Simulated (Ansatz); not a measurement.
# FH3NOSi (doublet): what the fields show

The calculation's input:

```
crystal:
  periodic: [false, false, false]
  atoms:
    - {symbol: N, position_ang: [-0.666588, 0.653637, -1.073016]}
    - {symbol: Si, position_ang: [-0.101325, -0.148845, 0.365127]}
    - {symbol: O, position_ang: [1.496118, -0.389935, 0.204503]}
    - {symbol: F, position_ang: [-0.909081, -1.519877, 0.401462]}
    - {symbol: H, position_ang: [-1.287492, 1.452870, -0.944799]}
    - {symbol: H, position_ang: [-0.297269, 0.522275, 1.662403]}
    - {symbol: H, position_ang: [1.826937, -0.638025, -0.661381]}
basis:
  gaussian: {orbitals: def2-TZVPP}
magnetization: {spin_polarized: true, initial_magnetization: 1}
hamiltonian: {xc: pbe0, dispersion: d4}
output: {orbitals: {seedname: orbitals}}
```

Launched as:

```sh
ansatz run in.yaml --threads 2 --pin off --events-out ev --progress --plain --max-ram 32768MiB --backend cpu
```

Geometry: PBE0-D4/def2-TZVP.

All numbers below come from UKS PBE0-D4/def2-TZVPP (Ansatz 0.2.0).

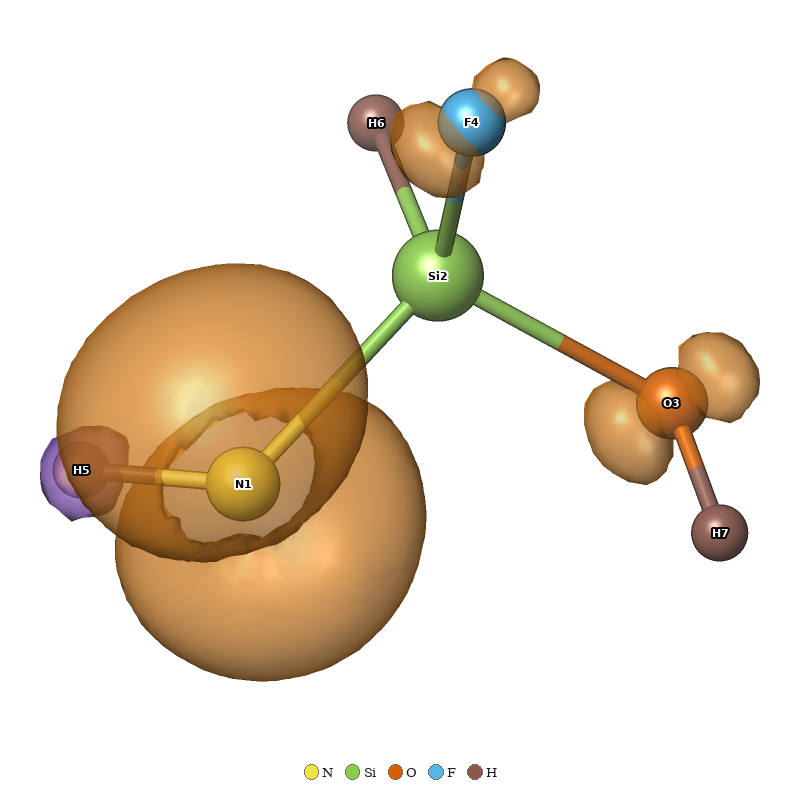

Figure 1. Isosurfaces of the spin density at +0.03 (orange) and −0.03 e/Å³ (purple), seen across its widest extent.

Question: Where is the unpaired spin?

Answer: The unpaired spin (1 electron) lies mostly on N1 (about 0.8) and Si2 (about 0.1), in electrons by Hirshfeld's partition.

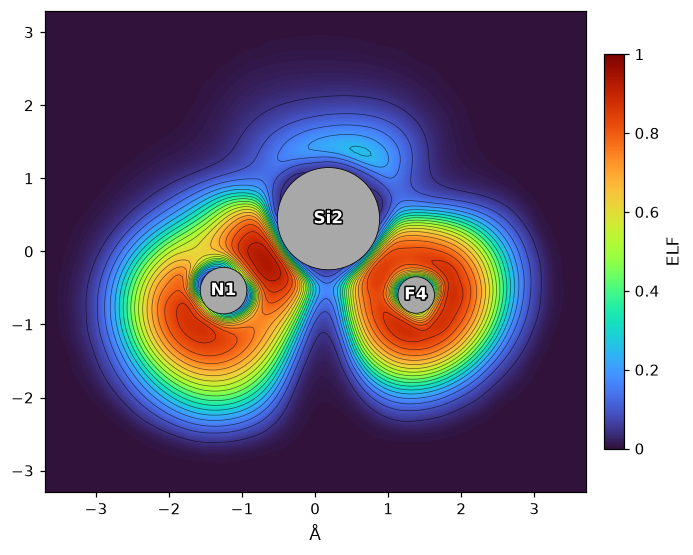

Figure 2. Electron localisation function on the plane of atoms N1, Si2 and F4. Grey discs cover the atomic cores.

Question: Read the bonding off the picture.

Answer: The plane passes through N, Si and F nuclei. Si–F (1.59 Å): the ELF peaks at about 0.85 in the valence shell of F, 0.6 Å from its nucleus, and is about 0.55 at the midpoint. Si–N (1.74 Å): the ELF peaks at about 0.95 between the atoms (a polar covalent bond). The ELF also peaks beside F4 and N1, away from the bonds: non-bonding electrons, paired or unpaired.

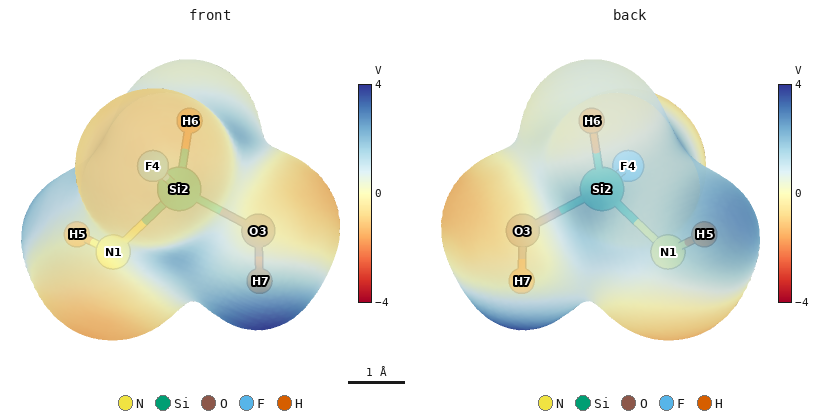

Figure 3. The electrostatic potential painted on the density surface at 0.004 e/bohr³, seen from the front and from behind; red is negative and blue positive.

Question: Describe the electrostatic potential map.

Answer: The most negative region (about −1.4 V) lies over N1, the most positive (about +3.8 V) over H7. N1 is the likeliest acceptor of a hydrogen bond.

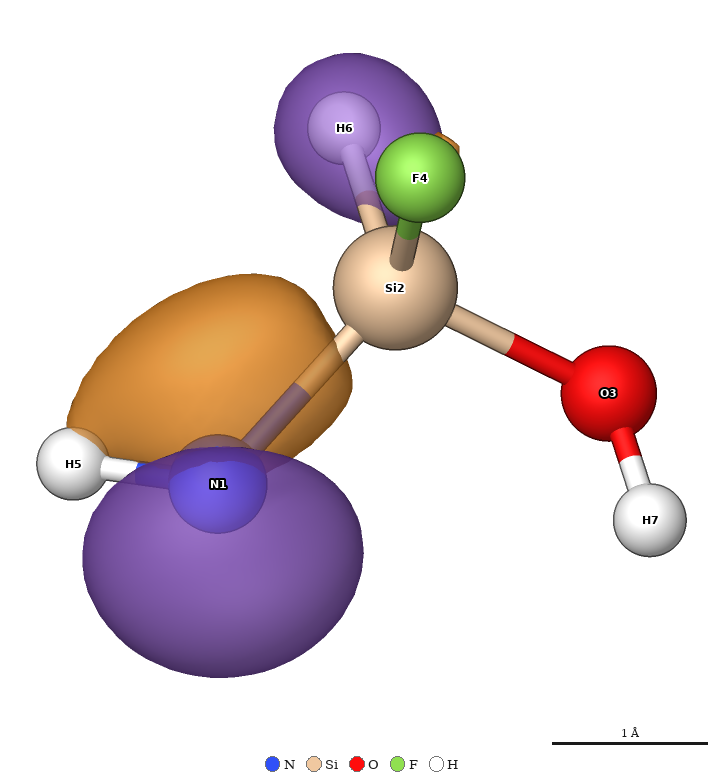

Figure 4. The HOMO (β) at ±0.2 Å⁻³ᐟ² (orange and purple are the two phases), seen across its widest extent.

Question: Where does this orbital lie, and at what energy?

Answer: It lies mainly on N1 (about 70 %), Si2 (about 15 %) and H6 (about 10 %); largely a lone pair of N1. Its energy is −8.38 eV.
